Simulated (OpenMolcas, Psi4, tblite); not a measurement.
How methods differ on B2O2 (diboron dioxide)

The species is B2O2 (4 atoms), meant as a singlet with charge 0. As SMILES, `O=BB=O`. The coordinates come from a PBE0-D4/def2-TZVP relaxation.

```jsonl
{"atom": "O", "x (Å)": "-0.7431", "y (Å)": "0.4598", "z (Å)": "1.8176"}
{"atom": "B", "x (Å)": "-0.3023", "y (Å)": "0.1871", "z (Å)": "0.7391"}
{"atom": "B", "x (Å)": "0.3021", "y (Å)": "-0.1869", "z (Å)": "-0.7392"}
{"atom": "O", "x (Å)": "0.7432", "y (Å)": "-0.4599", "z (Å)": "-1.8175"}
```

Quantity: the HOMO–LUMO gap, in eV. The values are calculated.

```tsv
level	kind	program	value (eV)
IPEA1-xTB	semi-empirical	tblite	8.39
HF/aug-cc-pVDZ	Hartree–Fock	OpenMolcas	15.35
SVWN5/aug-cc-pVDZ	LDA	OpenMolcas	6.15
revPBE/aug-cc-pVDZ	GGA	OpenMolcas	6.15
TPSS/aug-cc-pVDZ	meta-GGA	OpenMolcas	6.33
BHLYP/aug-cc-pVDZ	global hybrid	OpenMolcas	10.91
PBE0/aug-cc-pVDZ	global hybrid	OpenMolcas	8.55
HSE06/aug-cc-pVDZ	range-separated hybrid	Psi4	7.76
B2PLYP/aug-cc-pVDZ	double hybrid	OpenMolcas	11.17
```

The values span 6.15 to 15.35 eV. Orbital gaps aren't excitation energies, and those of double hybrids come from the SCF part alone; they tend to grow with the share of exact exchange.

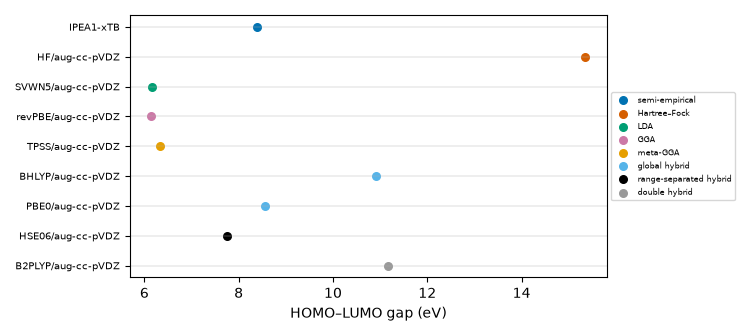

The values of the table, level by level.
